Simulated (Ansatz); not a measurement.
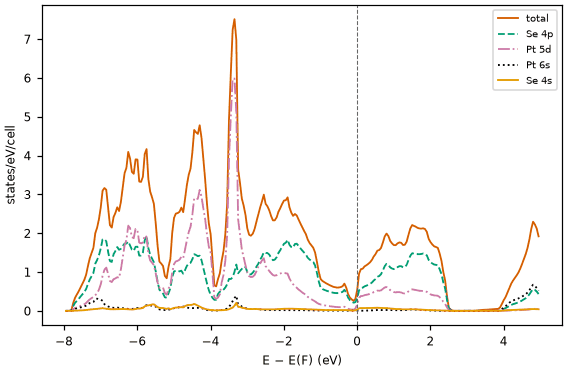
*Total and projected density of states of PtSe$_{2}$ (CdI2 type, space group No. 164), DFT-LDA in the program Ansatz with PAW potentials*

Task: Which orbitals carry the states next to the Fermi level?

Result: Within 0.5 eV of the Fermi level: Se 4p 62 %, Pt 5d 29 %, Se 4s 5 %. Projections are on Löwdin-orthogonalised atomic valence shells; empty p or d shells of many metals are not among them.

Task: Where is the tallest occupied peak in this window, and what makes it?

Result: Near -3.3 eV, about 7.5 states/eV per cell; the largest projected share is Pt 5d.

Space group P-3m1 (CdI2 type). Symmetry was held in the LDA relaxation; of distortions, only those at the zone centre were tested. No spin polarisation was allowed. The volume moved by -16 % from the start of the relaxation. A crystal of weakly bound layers computed without a dispersion correction: the cell and the soft elastic constants depend strongly on that. Spin–orbit coupling is left out wherever it is not named.

Potentials: the later of the program's two PAW sets.
